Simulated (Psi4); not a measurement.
# AlClO (SMILES [O]=[Al][Cl]): OMP2/def2-TZVPP (density fitting for correlation)

What is the vertical ionisation energy of AlClO at OMP2/def2-TZVPP (density fitting for correlation)? 

The calculation is run with Psi4 1.11.

### Step 1. The system as given

AlClO: 3 atoms, total charge 0, spin state singlet. SMILES: `[O]=[Al][Cl]`. The shape comes from GFN2-xTB, which is rough for such elements, and wasn't checked as a minimum.

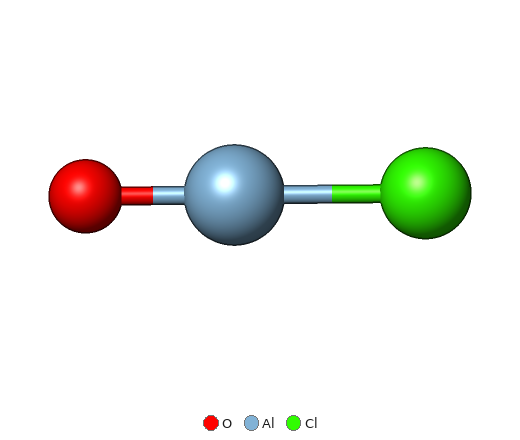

The structure, seen from a chosen angle (oxygen red, aluminium light blue, chlorine green).

### Step 2. The energy at OMP2/def2-TZVPP (density fitting for correlation)

File alclo_ase.py:

```python
import numpy as np
from ase.calculators.psi4 import Psi4
from ase import Atoms

a = Atoms(['O', 'Al', 'Cl'], positions=[
    [0.107470, 1.694260, 0.245960],
    [0.009340, 0.147220, 0.021380],
    [-0.116820, -1.841490, -0.267330],
])
calc = Psi4(atoms=a, method='omp2', basis='def2-TZVPP', memory='1600MB', num_threads=1, charge=0, multiplicity=1, label='alclo')
calc.psi4.set_options({'puream': True, 'e_convergence': 1e-09, 'd_convergence': 1e-08, 'scf_type': 'pk', 'num_frozen_docc': 11})
a.calc = calc

print(f'energy: {a.get_potential_energy():.6f} eV')
```

Run with:

```
$ python alclo_ase.py
```

alclo.dat (excerpt; [...] marks lines left out):

```text
[...]
  Running in c1 symmetry.
[...]
  Nuclear repulsion =  113.321164787344259
[...]
  Multiplicity = 1
[...]
  Nalpha       = 19
  Nbeta        = 19
[...]
    Number of basis functions: 115
[...]
   @RHF iter   2:  -776.03640003024100    1.01511e-01   7.88167e-03 ADIIS/DIIS
[...]
   @RHF iter  11:  -776.37407445993858   -1.17325e-10   2.29994e-08 DIIS
[...]
	DF-MP2 Total Energy (a.u.)         :  -776.87674370933019
[...]
	DF-MP2 Total Energy (a.u.)         :  -776.88930688469623
[...]
	DF-OMP2 Total Energy (a.u.)        :  -776.88930688470953
[...]
```

On the terminal:

```text
energy: -21140.234828 eV
```

Wall time 34 s (1 thread of AMD EPYC 7B13 (Zen 3), shared host); peak memory 0.55 GiB.

### Step 3. The doublet cation at the same level

File alclo.py:

```python
import psi4

psi4.set_memory('1600 MB')
psi4.set_num_threads(1)
psi4.set_output_file('run.log', False)

m = psi4.geometry("""
1 2
O      0.107470     1.694260     0.245960
Al     0.009340     0.147220     0.021380
Cl    -0.116820    -1.841490    -0.267330
symmetry c1
""")

options = {'basis': 'def2-TZVPP', 'reference': 'uhf', 'puream': True, 'e_convergence': 1e-09, 'd_convergence': 1e-08, 'scf_type': 'pk', 'num_frozen_docc': 11, 'maxiter': 200}
psi4.set_options(options)

e_tot, wfn = psi4.energy("omp2", molecule=m, return_wfn=True)
print(f'total energy {e_tot:.8f} hartree = {e_tot * 27.211386:.5f} eV')
```

Run with:

```
$ python alclo.py
```

run.log (excerpt; [...] marks lines left out):

```text
[...]
  Running in c1 symmetry.
[...]
  Nuclear repulsion =  113.321164787344259
[...]
  Multiplicity = 2
[...]
  Nalpha       = 19
  Nbeta        = 18
[...]
   @UHF iter   3:  -775.94567726235698   -1.20247e+00   1.71261e-03 DIIS/ADIIS
[...]
   @UHF iter  15:  -776.07677872127420   -2.92539e-09   7.13114e-08 DIIS
[...]
   @S^2 Observed:                7.561236132E-01
[...]
	DF-SCS-MP2 Total Energy (a.u.)     :  -776.48263700550524
[...]
	DF-MP2 Total Energy (a.u.)         :  -776.48864358870321
[...]
	DF-SCS-OMP2 Total Energy (a.u.)    :  -776.48691969297056
	DF-SOS-OMP2 Total Energy (a.u.)    :  -776.45209326455029
	DF-SCS(N)-OMP2 Total Energy (a.u.) :  -776.25619333257760
[...]
	DF-OMP2 Total Energy (a.u.)        :  -776.49327530413927
[...]
```

On the terminal:

```text
total energy -776.49327530 hartree = -21129.45824 eV
```

Wall time 91 s (1 thread of AMD EPYC 7B13 (Zen 3), shared host); peak memory 0.53 GiB.

### Step 4. Outcome

Level: OMP2/def2-TZVPP (density fitting for correlation), 11 core orbitals frozen.

| quantity | value |
| --- | --- |
| singlet AlClO: total energy | -776.88931 Eh |
| singlet AlClO: HOMO energy (Hartree–Fock orbitals) | -11.31 eV |
| singlet AlClO: LUMO energy (Hartree–Fock orbitals) | 0.57 eV |
| singlet AlClO: HOMO–LUMO gap (Hartree–Fock orbitals) | 11.88 eV |
| singlet AlClO: correlation energy (11 core orbitals frozen) | -515.2 mEh |
| doublet cation: total energy | -776.49328 Eh |
| doublet cation: HOMO energy (Hartree–Fock orbitals) (highest over α and β) | -19.47 eV |
| doublet cation: LUMO energy (Hartree–Fock orbitals) (lowest over α and β) | -6.57 eV |
| doublet cation: correlation energy (11 core orbitals frozen) | -416.5 mEh |
| doublet cation: ⟨S²⟩ | 0.756 |
| vertical ionisation energy (to the doublet cation) | 10.777 eV |

The vertical ionisation energy comes to 10.78 eV (249 kcal/mol).
